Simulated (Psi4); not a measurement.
# SiCl2 (SMILES Cl[Si]Cl) at B3LYP/6-31G(d) (spherical functions)

What is the vertical singlet–triplet gap of SiCl2 at B3LYP/6-31G* (spherical functions)? 

The results are computed with Psi4 1.11.

3 further runs of the same task are left out: 3 set aside as unsound or not needed.

## 1. The system as given

The species is SiCl2 (3 atoms), meant as a singlet with charge 0. SMILES: `Cl[Si]Cl`. The shape is that of a PBE0-D4/def2-TZVP optimisation.

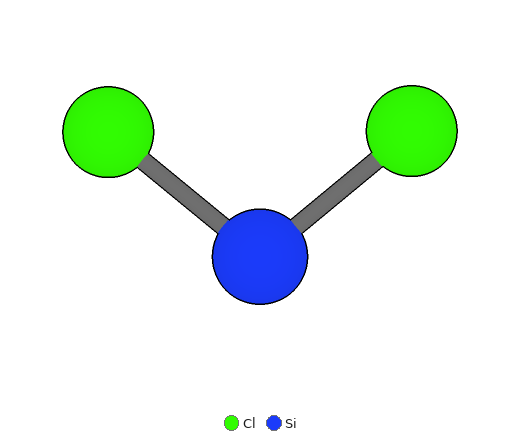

The structure, seen from a chosen angle (chlorine green, silicon blue).

## 2. Energy and gradient at B3LYP/6-31G(d) (spherical functions)

cl2si.xyz reads:

```xyz
3
Cl2Si
Cl     0.293800     1.603800     0.338000
Si    -0.770100    -0.010400    -0.422000
Cl     0.476300    -1.593400     0.084000
```

run.py reads:

```python
import psi4

psi4.set_memory('1600 MB')
psi4.set_num_threads(1)
psi4.set_output_file('cl2si.out', False)

with open('cl2si.xyz') as f:
    atoms = ''.join(f.readlines()[2:])
molecule = psi4.geometry('0 1\n' + atoms + 'symmetry c1\nno_reorient\nno_com')

psi4.set_options({
    'basis': '6-31G*',
    'puream': True,
    'e_convergence': 1e-09,
    'd_convergence': 1e-08,
    'scf_type': 'pk',
    'dft_radial_points': 99,
    'dft_spherical_points': 590,
})

energy_value, wavefunction = psi4.gradient("b3lyp", return_wfn=True)
print('gradient / Eh bohr^-1')
print(energy_value.np.round(6))
print(f'energy = {wavefunction.energy():.10f} Eh')
```

Command:

```
$ python run.py
```

cl2si.out:

```text
[...]
  Running in c1 symmetry.
[...]
  Nuclear repulsion =  168.862006344462912
[...]
  Multiplicity = 1
[...]
  Nalpha       = 24
  Nbeta        = 24
[...]
    Number of basis functions: 54
[...]
   @RKS iter   1: -1209.90273212491866   -1.56327e-01   4.57089e-03 DIIS/ADIIS
[...]
   @RKS iter  10: -1209.94132204551397   -6.82121e-13   5.77868e-09 DIIS
[...]
    Orbital Energies [Eh]
    ---------------------
    Doubly Occupied:
       1A   -101.535058     2A   -101.535046     3A    -66.208976
       4A     -9.470294     5A     -9.470278     6A     -7.229592
       7A     -7.229576     8A     -7.226071     9A     -7.226059
      10A     -7.224141    11A     -7.224119    12A     -5.361618
      13A     -3.721182    14A     -3.719010    15A     -3.715834
      16A     -0.858796    17A     -0.831244    18A     -0.519427
      19A     -0.416969    20A     -0.377578    21A     -0.374586
      22A     -0.344036    23A     -0.327733    24A     -0.280184
[...]
  @RKS Final Energy: -1209.94132204551397
   => Energetics <=
    Nuclear Repulsion Energy =            168.8620063444629125
    One-Electron Energy =               -2008.3868623331900380
    Two-Electron Energy =                 691.9787229876747006
    DFT Exchange-Correlation Energy =     -62.3951890444617732
    Empirical Dispersion Energy =           0.0000000000000000
    VV10 Nonlocal Energy =                  0.0000000000000000
    Total Energy =                      -1209.9413220455141982
[...]
 Multipole Moments:
 ------------------------------------------------------------------------------------
     Multipole            Electronic (a.u.)      Nuclear  (a.u.)        Total (a.u.)
 ------------------------------------------------------------------------------------
 L = 1.  Multiply by 2.5417464519 to convert [e a0] to [Debye]
 Dipole X            :         -4.7775006            4.3658343           -0.4116664
 Dipole Y            :         -0.0643613            0.0589595           -0.0054018
 Dipole Z            :         -2.6179611            2.3923933           -0.2255678
 Magnitude           :                                                    0.4694456
[...]
  -Total Gradient:
     Atom            X                  Y                   Z
    ------   -----------------  -----------------  -----------------
       1       -0.004313336268    -0.008963077974    -0.003348843243
       2        0.009629293121     0.000146901669     0.005278533001
       3       -0.005316008595     0.008816177277    -0.001929717925
[...]
```

On the terminal:

```text
Memory set to   1.490 GiB by Python driver.
  Threads set to 1 by Python driver.
gradient / Eh bohr^-1
[[-0.004313 -0.008963 -0.003349]
 [ 0.009629  0.000147  0.005279]
 [-0.005316  0.008816 -0.00193 ]]
energy = -1209.9413220455 Eh
```

Wall time 4.8 s (1 thread of Intel Xeon 6975P-C (Granite Rapids), shared host); peak memory 0.42 GiB.

## 3. The triplet, same level

run_ase.py reads:

```python
import numpy as np
from ase.calculators.psi4 import Psi4
from ase import Atoms

mol = Atoms(['Cl', 'Si', 'Cl'], positions=[
    [0.293800, 1.603800, 0.338000],
    [-0.770100, -0.010400, -0.422000],
    [0.476300, -1.593400, 0.084000],
])
calc = Psi4(atoms=mol, method='b3lyp', basis='6-31G*', memory='1600MB', num_threads=1, charge=0, multiplicity=3, label='calc', reference='uks')
calc.psi4.set_options({'puream': True, 'e_convergence': 1e-09, 'd_convergence': 1e-08, 'scf_type': 'pk', 'dft_radial_points': 99, 'dft_spherical_points': 590, 'maxiter': 200})
mol.calc = calc

forces = mol.get_forces()
print(f'energy: {mol.get_potential_energy():.6f} eV')
print('forces / eV A^-1')
print(np.round(forces, 5))
```

Command:

```
$ python run_ase.py
```

calc.dat:

```text
[...]
  Running in c1 symmetry.
[...]
  Nuclear repulsion =  168.862006344462912
[...]
  Multiplicity = 3
[...]
  Nalpha       = 25
  Nbeta        = 23
[...]
    Number of basis functions: 54
[...]
   @UKS iter   1: -1209.81826905180742   -7.18637e-02   4.10522e-03 ADIIS/DIIS
[...]
   @UKS iter  12: -1209.85064371264048   -6.82121e-13   1.31393e-09 DIIS
[...]
   @S^2 Observed:                2.002475524E+00
[...]
    Orbital Energies [Eh]
    ---------------------
    Alpha Occupied:
       1A   -101.545784     2A   -101.545777     3A    -66.208060
       4A     -9.479251     5A     -9.479240     6A     -7.241842
       7A     -7.241826     8A     -7.233293     9A     -7.233277
      10A     -7.233261    11A     -7.233253    12A     -5.364620
      13A     -3.724222    14A     -3.722455    15A     -3.722251
      16A     -0.865709    17A     -0.839487    18A     -0.535389
      19A     -0.427594    20A     -0.388754    21A     -0.380264
      22A     -0.348530    23A     -0.333268    24A     -0.320397
      25A     -0.190879
    Alpha Virtual:
[...]
  @UKS Final Energy: -1209.85064371264048
   => Energetics <=
    Nuclear Repulsion Energy =            168.8620063444629125
    One-Electron Energy =               -2008.0913623832366284
    Two-Electron Energy =                 691.7725625781827148
    DFT Exchange-Correlation Energy =     -62.3938502520496172
    Empirical Dispersion Energy =           0.0000000000000000
    VV10 Nonlocal Energy =                  0.0000000000000000
    Total Energy =                      -1209.8506437126404762
[...]
 Multipole Moments:
 ------------------------------------------------------------------------------------
     Multipole            Electronic (a.u.)      Nuclear  (a.u.)        Total (a.u.)
 ------------------------------------------------------------------------------------
 L = 1.  Multiply by 2.5417464519 to convert [e a0] to [Debye]
 Dipole X            :          0.0611456           -0.6222808           -0.5611352
 Dipole Y            :          0.0009285           -0.0084037           -0.0074752
 Dipole Z            :          0.0335180           -0.3409979           -0.3074799
 Magnitude           :                                                    0.6399004
[...]
  -Total Gradient:
     Atom            X                  Y                   Z
    ------   -----------------  -----------------  -----------------
       1        0.006255726758    -0.012671494447     0.002016714351
       2       -0.011069006985    -0.000132571701    -0.006063731942
       3        0.004813778220     0.012804073510     0.004047290551
[...]
```

Standard output:

```text
Memory set to   1.490 GiB by Python driver.
  Threads set to 1 by Python driver.

  Memory set to   1.490 GiB by Python driver.
  Threads set to 1 by Python driver.
energy: -32921.712898 eV
forces / eV A^-1
[[-0.32168  0.65159 -0.1037 ]
 [ 0.56919  0.00682  0.31181]
 [-0.24753 -0.65841 -0.20812]]
```

Run time: 7.2 s. Hardware: 1 thread of Intel Xeon 6975P-C (Granite Rapids), shared host; peak memory 0.43 GiB.

## 4. What came out

At B3LYP/6-31G* (spherical functions):

```
                                        quantity           value
                           singlet: total energy  -1209.94132 Eh
                          singlet: dipole moment          1.19 D
                            singlet: HOMO energy        -7.62 eV
                            singlet: LUMO energy        -3.13 eV
                          singlet: HOMO–LUMO gap         4.49 eV
               singlet: largest force on an atom      0.565 eV/Å
                           triplet: total energy  -1209.85064 Eh
                          triplet: dipole moment          1.63 D
     triplet: HOMO energy (highest over α and β)        -5.19 eV
                                   triplet: ⟨S²⟩           2.002
               triplet: largest force on an atom      0.734 eV/Å
vertical energy of the triplet above the singlet        2.467 eV
```

What this shows: At this shape the triplet lies 2.47 eV (57 kcal/mol) above the singlet. The largest force (singlet) is 0.56 eV/Å: the shape isn't a stationary point for this species at this level.
